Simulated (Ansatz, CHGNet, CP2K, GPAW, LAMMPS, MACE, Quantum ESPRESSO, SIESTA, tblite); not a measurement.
# Codes compared on amorphous polyacrylonitrile (as short chains C14N4H18) at 360 K (108 atoms)

Aim: run amorphous polyacrylonitrile (as short chains C14N4H18) at 360 K (108 atoms) in several programs and set results and cost side by side. A plane-wave run serves as the reference.

Main program and level: Ansatz 0.2.0; Kohn-Sham DFT, PBE, PAW, plane waves.

### Step 1. Starting point

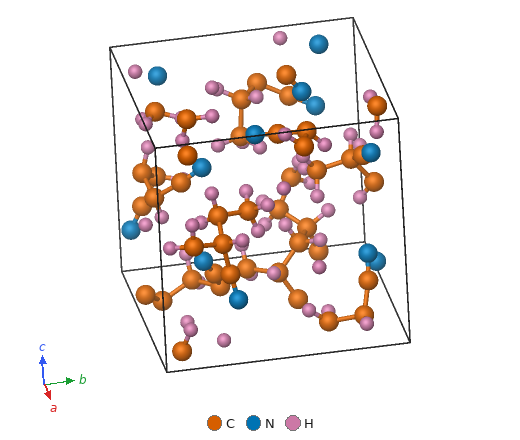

The cell as given, from a free direction (carbon orange, nitrogen blue, hydrogen pink). Bonds to atoms that aren't drawn are left out. Some periodic images of atoms are drawn too.

The cell holds 108 atoms: 42 C, 12 N and 54 H. Its edges and angles: a = 10.346 Å, b = 10.346 Å, c = 10.346 Å, α = 90.0°, β = 90.0°, γ = 90.0°. 3 polyacrylonitrile chains of 4 units with methyl end groups placed at random, at 1.09 g/cm³; overlaps pushed apart, then 20 ps at 800 K with MMFF94 bonds, angles, torsions, charges and radii (Halgren, J. Comput. Chem. 17, 490 (1996)) in harmonic and 12-6 forms. Snapshot after 30 ps at 360 K and fixed volume.

### Step 2. Reference: Ansatz, plane waves

The PAW files are the set soft_2.

The input, input.yaml:

```yaml
crystal:
  lattice:
    - [10.34621, 0.0, 0.0]
    - [0.0, 10.34621, 0.0]
    - [0.0, 0.0, 10.34621]
  atoms:
    - { symbol: C, position: [0.0706, 0.70091, 0.35933] }
    - { symbol: C, position: [0.16266, 0.62867, 0.26624] }
    - { symbol: C, position: [0.26048, 0.72437, 0.21704] }
    - { symbol: C, position: [0.21981, 0.77282, 0.08786] }
    [... 98 atom lines left out ...]
    - { symbol: H, position: [0.40598, 0.92343, 0.39166] }
    - { symbol: H, position: [0.53955, 0.01977, 0.44826] }
    - { symbol: H, position: [0.37145, 0.90411, 0.65748] }
    - { symbol: H, position: [0.35809, 0.71086, 0.52784] }
    - { symbol: H, position: [0.523, 0.73035, 0.47477] }
    - { symbol: H, position: [0.48817, 0.68599, 0.64375] }
kpoints:
  mp_grid: { grid: [1, 1, 1] }
hamiltonian:
  xc: pbe
scf:
  occupations: { method: fermi_dirac, width: 0.05 }
output:
  forces: true
  eigenvalues: true
  populations: true
  stress: true
```

On the command line:

```sh
ansatz run input.yaml --threads 4 --pin off --max-ram 8192MiB --backend cpu --events-out ev --progress --plain --runs-dir out
```

Numbers of over 12 decimals in the logs are rounded to 6 here.

The log of the run:

```text
[...]
Pseudopotentials: kind: paw
Pseudopotential: C, paw, valence charge 4, recommended cutoff 420 eV (normal), C.paw.azcp
Pseudopotential: N, paw, valence charge 5, recommended cutoff 420 eV (normal), N.paw.azcp
Pseudopotential: H, paw, valence charge 1, recommended cutoff 420 eV (normal), H.paw.azcp
[... 5 lines on functional and potentials left out ...]
Crystal: 108 atoms, lattice volume = 1107.500 Å³
Basis set: ecut = 420 eV, 21631 PW (Γ), exchange–correlation on 144×144×144 points (8 copies of the dense FFT grid, shifted against one another)
Bands: 249, of which v1, the nominal top of the filled ones, is band 141 counted from 1 (140 counted from 0)
Symmetry: 1 space group operations
Space group: P1 (ITA 1), of the structure as read, at distance tolerance 1.0e-4 Å
k-points: 1
[... 7 lines on functional and potentials left out ...]
Initial density: superposition of atomic densities (neutral atoms: chi_scale 0, normalization atom), corrected by the library's trained network
Initial wavefunctions: pseudopotential atomic-orbital guess
[...]
SCF iter   1: F=—  HF=-15998.611369 eV  |F-HF|=—  |Δ(HF+E_count)|=         —  Δρ=5.00e-3  dr2=4.92e-1  ethr=1.77e-3  ⟨swp⟩=6.0  Hψ=1149  notcnv=0  defer=29
preconditioner: auto → Resta (q_TF=auto, 2.172 Å⁻¹)  ε∞=2.5  [insulator: Δε(μ)=5.893 eV  Ē_g=15.053 eV  σ=0.050 eV  W_gap=1.00  n_scr=178 (ndim 8)  ℏωp=18.7 eV  f_vac=0.185  D(μ)=0.00/eV (n_scr^D=0)  ε∞_Penn≈2.5]
[...]
SCF iter   9: F=—  HF=-15998.549062 eV  |F-HF|=—  |Δ(HF+E_count)|=   6.65e-7  Δρ=6.28e-6  dr2=4.56e-7  ethr=2.87e-9  ⟨swp⟩=2.0  Hψ=288  notcnv=0  defer=99
SCF iter  10: F=-15998.549062 eV  HF=-15998.549062 eV  |F-HF|=1.45e-8  |Δ(HF+E_count)|=   2.09e-7  Δρ=2.05e-6  dr2=5.76e-8  ethr=3.55e-11  ⟨swp⟩=13.0  Hψ=1567  notcnv=0
SCF 1 converged in 10 iterations: F = -15998.549062 eV  dr2 = 5.76e-8
[...]
SCF converged after 10 iterations
Free energy (F): -15998.549062 eV
Harris-Foulkes:  -15998.549062 eV  (|F-HF|=1.45e-8)
Internal energy: -15998.549062 eV  (E = F + TS)
E sigma→0 (E₀):  -15998.549062 eV
Fermi energy:    1.139608 eV
--- Per-component energies (eV) ---
[...]
Σ components = -15998.549062   (vs F -15998.549062, Δ=0.00e0)
--- Forces (eV/Å), atoms counted from 1 ---
  atom   1  C     -0.27663545     1.33098027    -3.39674896
  atom   2  C     -1.81925857     1.12044576     0.73365854
  atom   3  C      0.74282218     0.76087427    -0.77302693
  atom   4  C      0.38763625     0.80199580     0.11822384
[...]
atom 108  H     -0.38892387     0.52418831    -0.86191542
  max |Σ_I F_I| component: 1.32e-4 eV/Å
--- Stress (GPa, compression-positive) ---
        4.490698      -0.713027       0.030243
       -0.713027       2.707587       0.172324
        0.030243       0.172324       2.355057
  P = ⅓ Tr σ = 3.1844 GPa (31.844 kbar)
--- Band table (eV) ---
  k-point 0: bands = ["-17.6276", "-17.5204", "-17.4992", "-17.3289", [... 233 levels ...], "10.6272", "10.6628", "10.7317", "10.8119", "10.8412", "10.9149", "10.9430", "11.0322", "11.0769", "11.1321", "11.2388", "11.3186"]
--- Löwdin populations: 108 sites ---
  site symbol       q [e]
     0      C      4.4680
     1      C      4.2774
     2      C      4.1086
[...]
107      H      0.7845
  spilling = 0.012295 (of n_electrons = 282.000000)
```

Elapsed: 9.2 s, on 4 threads of Arm Neoverse V2, shared host; peak memory 1.1 GiB.

Numbers from this run:

```yaml
free_energy: -15998.5491 eV
free_energy_per_atom: -148.1347 eV/atom
scf_cycles: 10
pressure: 3.184 GPa
r_m_s_force_component: 1.196 eV/Å
longest_force: 5.414 eV/Å
fermi_energy: 1.14 eV
spacing_of_highest_filled_and_lowest_empty_level: 5.883 eV
spilling_of_the_projection: 0.0123
```

Neighbours are counted within 1.34 Å (H-C), 1.85 Å (C-C), 1.62 Å (C-N).

Length of the force by element and coordination:

```tsv
element	coordination	atoms	mean length of the force (eV/Å)	spread	least	most
C	all	42	2.16	1.09	0.648	5.41
C	2	12	1.83	1.04	0.648	3.63
C	4	30	2.29	1.08	0.727	5.41
H	all	54	1.34	0.928	0.144	4.73
N	all	12	2.26	1.03	0.930	4.06
```

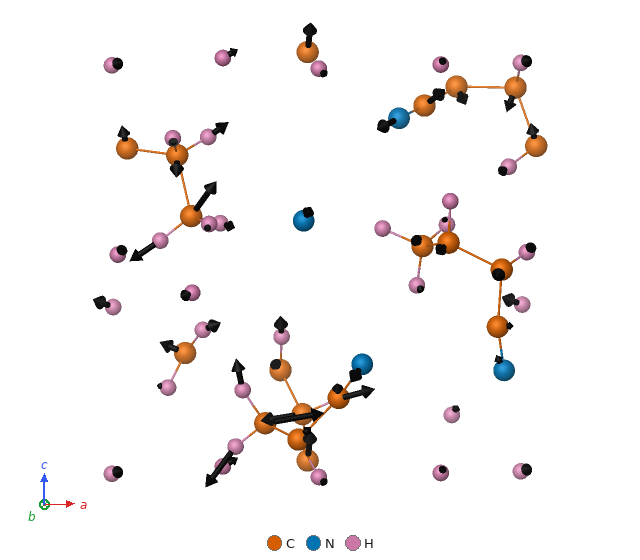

Forces as arrows; the longest in the cell is 5.41 eV/Å. Drawn is a slice 4 Å thick, seen along the normal of the ac plane. Bonds to atoms that aren't drawn are left out.

Löwdin charges by element and coordination (they lack the spilled electrons, 0.032 e an atom on average):

```tsv
element	coordination	atoms	mean charge (e)	spread	least	most
C	all	42	-0.118	0.221	-0.482	0.212
C	2	12	0.193	0.0133	0.159	0.212
C	4	30	-0.243	0.119	-0.482	-0.0999
H	all	54	0.201	0.0205	0.156	0.255
N	all	12	-0.203	0.0232	-0.254	-0.173
```

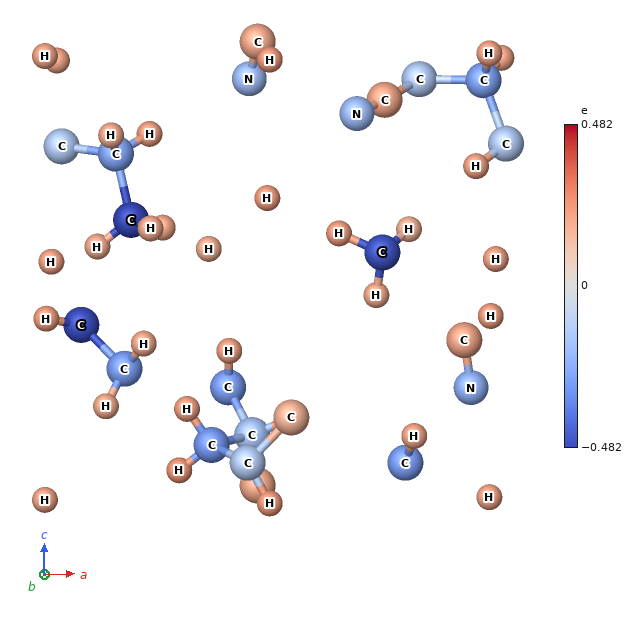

Atoms coloured by Löwdin charge. Drawn is a slice 4 Å thick, seen along the normal of the ac plane. Bonds to atoms that aren't drawn are left out.

The levels nearest the highest filled one (over half full), pooled over k-points and spins:

```tsv
level less the highest filled one (eV)	occupation
-0.269	2
-0.238	2
-0.177	2
-0.133	2
-0.0998	2
0	2
5.88	0
5.99	0
6.03	0
6.17	0
6.26	0
6.31	0
```

### Step 3. Structure statistics

Density 1.09 g/cm³, 10.25 Å³ an atom.

Pair distribution functions g(r), in bins of 0.2 Å:

```tsv
r (Å)	total	H-H	H-C	H-N	C-C	C-N	N-N
0.90	0.08	0.00	0.20	0.00	0.00	0.00	0.00
1.10	4.01	0.00	8.74	0.00	0.00	7.20	0.00
1.30	0.05	0.00	0.00	0.00	0.00	0.58	0.00
1.50	1.29	0.25	0.00	0.00	8.11	0.00	0.00
1.70	0.46	1.62	0.00	0.00	0.38	0.00	0.00
1.90	0.29	1.08	0.05	0.00	0.00	0.00	0.00
2.10	1.59	0.82	3.56	0.00	0.00	0.00	0.00
2.30	0.73	1.36	0.79	0.13	0.45	0.00	0.00
2.50	1.47	1.67	1.01	1.39	3.04	0.53	0.00
2.70	1.07	1.26	1.37	0.74	0.35	0.98	0.00
2.90	0.83	1.14	0.82	1.62	0.29	0.00	0.00
3.10	0.90	1.14	0.81	1.40	0.82	0.09	0.65
3.30	0.98	0.61	0.99	1.81	0.41	1.77	1.65
3.50	1.06	0.76	0.89	1.69	0.36	3.10	1.49
3.70	0.80	0.73	0.68	0.95	0.58	1.77	0.91
3.90	0.84	0.73	0.70	1.07	0.96	1.03	2.38
4.10	0.95	0.81	1.08	0.89	0.86	1.09	0.36
4.30	0.87	1.00	0.77	0.92	0.62	1.19	2.00
4.50	1.06	1.02	1.04	1.10	1.27	1.00	0.30
4.70	0.95	0.99	0.81	1.32	0.90	1.11	0.54
4.90	1.01	1.10	0.89	0.88	1.04	1.35	1.27
5.10	1.10	0.99	1.18	1.02	1.25	1.01	0.96
```

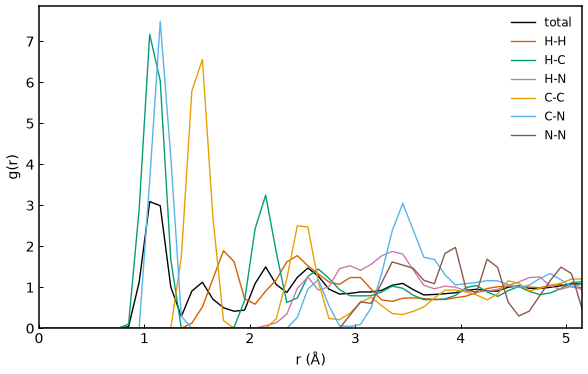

Pair distribution functions, lightly smoothed.

Bonds by pair of elements; cutoffs follow the first minimum of g(r), held within bounds set by covalent radii, and pairs that aren't listed don't count as bonded:

```tsv
pair A-B	cutoff (Å)	bonds	mean length (Å)	spread (Å)	shortest (Å)	B about A	A about B
H-C	1.34	54	1.09	0.042	0.993	1	1.29
C-C	1.85	39	1.51	0.042	1.44	1.86	1.86
C-N	1.62	12	1.16	0.022	1.13	0.286	1
```

How many atoms have how many bonded neighbours:

```tsv
element	mean	1	2	4
C	3.43	0	12	30
H	1	54	0	0
N	1	12	0	0
```

### Step 4. What was run beside it

The programs:
- CHGNet: machine-learned potential, published weights.
- CP2K 2026.2: Gaussian basis with GTH pseudopotentials and a plane-wave density; labels give functional, basis (MOLOPT sets; SR short-range, UZH the newer set with its own potentials), grid cutoff/relative cutoff and solver (OT: orbital transformation; TRS4, TC2, SIGN: linear-scaling purification with its sparsity filter), or its built-in tight binding.
- GPAW 26.7.0: PAW with atomic orbitals (LCAO), plane waves or a real-space grid of spacing h.
- MACE: machine-learned potential, published weights.
- Quantum ESPRESSO 7.5: plane waves; labels (QE) give functional, pseudopotential set and cutoffs of waves/density.
- SIESTA 5.4.2: numerical atomic orbitals, whose automatically made sets are far from complete, with PseudoDojo norm-conserving potentials that we converted to its format (checked against plane waves on the same files for H, C, O, Si, Ge and Ca alone); labels give functional, basis size, energy shift and mesh cutoff.
- tblite 0.8.0: extended tight binding, driven from Python.

All use the same cell and atoms; the electronic-structure runs use the same k-mesh, and an electronic temperature of 580 K (0.05 eV) where levels are smeared.

Differences are against the plane-wave reference, forces as r.m.s. over components; share is that over the reference's r.m.s. force, slope the least-squares factor from reference forces to these. Total energies of different programs have different zeros and aren't compared.

```tsv
run	Δ force, r.m.s. (meV/Å)	share (%)	slope	Δ pressure (GPa)	Δ gap (eV)	cores	CPU time	memory (GiB)
reference	-	-	-	-	-	4	33 s	1.1
CHGNet 0.3.0 potential	267	22.3	0.967	-0.0716	-	1	3.9 s	2.2
CP2K PBE, DZVP-MOLOPT-SR, 210/50 Ry, OT DIIS (coarse)	171	14.3	1.031	0.591	0.148	2	6.9 min	0.58
CP2K PBE, DZVP-MOLOPT-SR, 600/50 Ry, OT DIIS	175	14.6	1.030	0.585	0.148	4	8.9 min	2.6
CP2K PBE, SZV-MOLOPT-SR, 600/50 Ry, OT DIIS (coarse)	1925	161	1.268	6.42	1.04	2	5 min	1.6
GPAW PBE, LCAO dzp, h 0.18 Å	604	50.5	1.122	-	0.167	2	89 s	1.2
MACE MP-0b2 small potential	203	16.9	1.024	-0.647	-	1	6 s	0.7
MACE MP-0b3 medium potential	176	14.8	0.998	-0.450	-	1	8.1 s	1.4
QE PBE, gbrv-1.5, 40/200 Ry	168	14.0	1.057	0.554	0.011	2	85 s	0.76
QE PBE, sssp-1.3.0-efficiency, 60/480 Ry	41.0	3.42	1.010	0.0356	0.0044	2	3.6 min	2.3
SIESTA PBE, DZ, shift 0.01 Ry, mesh 500 Ry (coarse)	930	77.7	1.179	4.32	0.453	2	90 s	1.1
SIESTA PBE, DZP, shift 0.01 Ry, mesh 500 Ry	758	63.4	1.165	3.90	0.152	2	3.5 min	1.7
SIESTA PBE, DZP, shift 0.02 Ry, mesh 500 Ry	588	49.1	1.143	1.18	0.253	2	2.5 min	1.4
SIESTA PBE, SZP, shift 0.01 Ry, mesh 500 Ry (coarse)	1948	163	1.332	10.1	0.340	2	2.8 min	1.6
tblite GFN1-xTB	443	37.1	0.971	-3.45	-	1	2 s	0.16
tblite GFN2-xTB	558	46.7	0.953	-4.19	-	1	7.8 s	0.16
```

Rows marked coarse were listed beforehand as settings not expected to be converged; some can still land near the reference.

Times of the machine-learned potentials are mostly Python's start and the loading of weights.

CPU time is summed over cores on a shared host, where runs went side by side, so it is rough. Symmetry, cutoffs, thresholds, outputs and thread counts weren't matched or tuned between programs; memory under MPI is the largest rank's times the ranks.

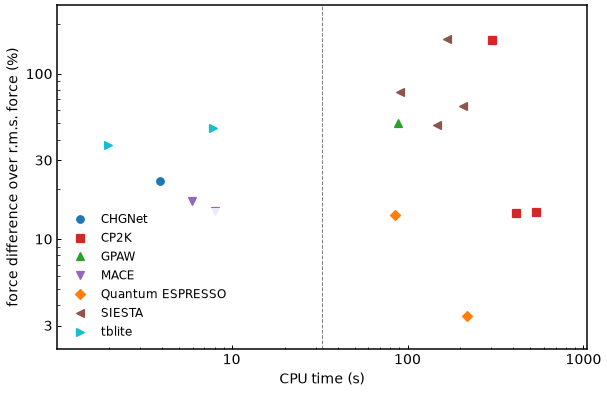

Force difference against CPU time; the dashed line marks the reference's time.

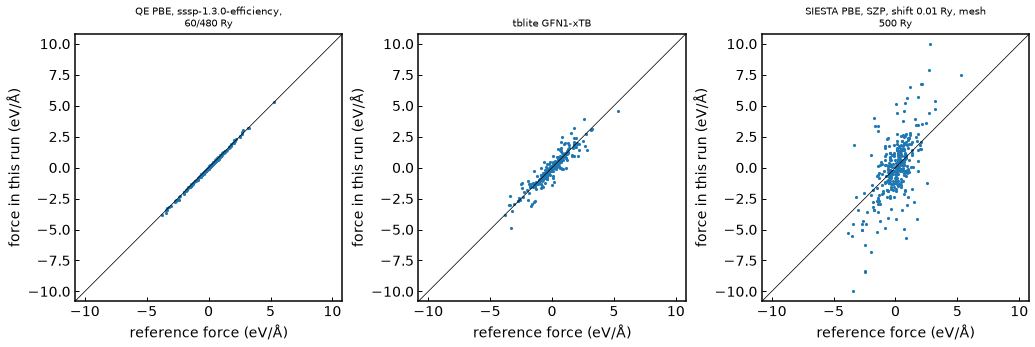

Force components against those of the reference; the line marks equality.

Left out of the table, since they converged to an unphysical state: CP2K PBE, DZVP-MOLOPT-SR, 600/50 Ry, TC2 filter 1e-07, SCF 1e-07 (forces off by up to 303 eV/Å); CP2K PBE, DZVP-MOLOPT-SR, 600/50 Ry, TC2 filter 1e-03, SCF 1e-04 (forces off by up to 303 eV/Å); CP2K PBE, DZVP-MOLOPT-SR, 600/50 Ry, TC2 filter 1e-05, SCF 1e-06 (forces off by up to 303 eV/Å).

Mean charges by element (e), by run and scheme:

```tsv
run	scheme	C	N	H
reference	Löwdin	-0.12	-0.20	+0.20
CP2K PBE, DZVP-MOLOPT-SR, 600/50 Ry, OT DIIS	Mulliken	+0.01	-0.40	+0.08
CP2K PBE, DZVP-MOLOPT-SR, 600/50 Ry, OT DIIS	Hirshfeld	-0.01	-0.17	+0.04
SIESTA PBE, DZP, shift 0.01 Ry, mesh 500 Ry	Hirshfeld	+0.01	-0.17	+0.03
SIESTA PBE, DZP, shift 0.02 Ry, mesh 500 Ry	Hirshfeld	+0.03	-0.16	+0.01
tblite GFN1-xTB	Mulliken	+0.03	-0.31	+0.05
tblite GFN2-xTB	Mulliken	0.00	-0.25	+0.05
```

The reference's Löwdin charges lack the electrons that the projection spills, 0.032 e an atom on average.

Within one program, basis, potentials and functional, energies share a zero. Each run against its twin at the usual cutoff or grid and solver:

```tsv
run	twin	Δ energy (meV/atom)	Δ force, r.m.s. (meV/Å)	CPU time over the twin's
CP2K PBE, DZVP-MOLOPT-SR, 210/50 Ry, OT DIIS	DZVP-MOLOPT-SR, 600/50 Ry, OT DIIS	-0.142	27.9	0.78 (this twin ran on 4 cores)
```

### Step 5. Results

- reference r.m.s. force component: 1.20 eV/Å
- nearest in forces: QE PBE, sssp-1.3.0-efficiency, 60/480 Ry, 3.4 %
- farthest in forces: SIESTA PBE, SZP, shift 0.01 Ry, mesh 500 Ry (coarse), 163 %
- cheapest electronic-structure run beside the reference: tblite GFN1-xTB, 2 s of CPU time

**Reading.** PBE on plane waves or a grid with other potentials, cutoffs or grids, coarse settings apart, differs from the reference by 3.4 % (QE PBE, sssp-1.3.0-efficiency, 60/480 Ry) to 14 % (QE PBE, gbrv-1.5, 40/200 Ry) of the r.m.s. force; this holds the reference's own error, so differences of a few per cent don't tell which side is nearer the exact PBE result (QE's 40 Ry are 544 eV, against the reference's 420 eV). QE PBE, gbrv-1.5, 40/200 Ry stands apart from the other plane-wave or grid runs, so its own grid or potentials are the likelier cause. The PBE runs in local orbitals, coarse settings apart, differ by 15 % (CP2K PBE, DZVP-MOLOPT-SR, 600/50 Ry, OT DIIS) to 63 % (SIESTA PBE, DZP, shift 0.01 Ry, mesh 500 Ry); basis, grid and potentials can all enter. Tight binding differs by 37 % (tblite GFN1-xTB) to 47 % (tblite GFN2-xTB); it is another model, with fitted parameters of its own, and the xTB methods hold dispersion. Machine-learned potentials differ by 15 % (MACE MP-0b3 medium potential) to 22 % (CHGNet 0.3.0 potential); they were trained on other programs' data. Runs with settings chosen to be coarse differ by 14 % (CP2K PBE, DZVP-MOLOPT-SR, 210/50 Ry, OT DIIS) to 163 % (SIESTA PBE, SZP, shift 0.01 Ry, mesh 500 Ry), their programs' other errors included. Of the electronic-structure runs that take under half the reference's CPU time, tblite GFN1-xTB comes nearest, at 37 % in 2 s against 33 s; its pressure misses by -3.4 GPa. At the same functional, gaps differ from the reference's 5.88 eV by between +0.00 and +1.04 eV. A likely cause of the wide gaps: compact atomic orbitals describe empty levels worse than filled ones. In pressure, SIESTA PBE, SZP, shift 0.01 Ry, mesh 500 Ry misses by +10.1 GPa, at the same functional. Charges hang on model, scheme and program or settings: among these rows the mean for N runs from -0.40 to -0.16 e. In the reference: filled and empty levels are parted by 5.88 eV (at Γ alone); a semilocal functional tends to put such gaps too low. In a disordered cell it changes from sample to sample, and tail or defect levels can set it. In the reference: mean Löwdin charges: C -0.12, H +0.20, N -0.20 e (they miss 1.2 % of the electrons, so they add up to more than the cell's charge). Periodic xTB results under one method name differ between programs and library versions. Machine-learned potentials mimic data converged in k, so the reference's own k-point error enters their differences. The network of contacts between molecules at the start is that of the classical potential that made the cell, and needn't be the one that DFT or experiment would give. The reference's PBE has no dispersion term, which matters for the binding between molecules or layers. The density was typed from a rule of thumb and may lie off the real one at this temperature. The electronic-structure runs sample only Γ, in a cell whose shortest periodic width is 10 Å.

[Also dropped from logs without a mark: logging warnings of Python, and SIESTA's first energy breakdown and zero terms.]

[Logs are printed without paths, hosts, clocks, repeated set-up lines and the standing remarks that a program may print on its own settings, such as how far it seeks lower states.]

[Hosts, paths, dates, database ids (printed as entryN), source tags and the programs' standing remarks are cut or masked in the printed files.]

[The MMFF94 radii named for the starting cell were scaled by 0.96; in molecules described by MMFF94, hydrogen bound to N, O or S took a small fixed 12-6 site in their place.]
